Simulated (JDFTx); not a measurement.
System: Al2Pt(111) (Fm-3m bulk; lattice of mp-1502, not re-optimised at this level), 1x1 cell of 9 atoms in 9 planes (Al outermost, slab composition Al6Pt3), area 15.06 Å² a face, 8.2 Å between the outermost planes in a cell 24.5 Å high; k mesh 6×6×1, Fermi width 0.01 Ha, no spin polarisation. Whether this polymorph is the ambient one wasn't checked.

Computed with a modified build of JDFTx: PBE, GBRV ultrasoft potentials, plane waves to 20/100 Ha. Liquid on both sides: CANDLE, water, 1 M NaCl; nuclei fixed. Potentials refer to SHE, placed 4.44 V below the bulk liquid's zero by convention.

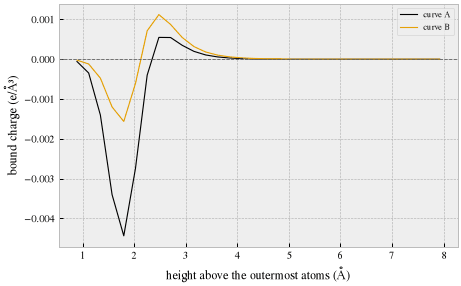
Figure. Plane-averaged bound charge of the liquid for two states of the electrode

**Question.** One curve is the neutral slab. Which, and what is the sign of the other's charge?

**Answer.** Curve B is neutral (potential of zero charge, -0.66 V). Curve A is positively charged, 4.0 μC/cm² at -0.42 V.
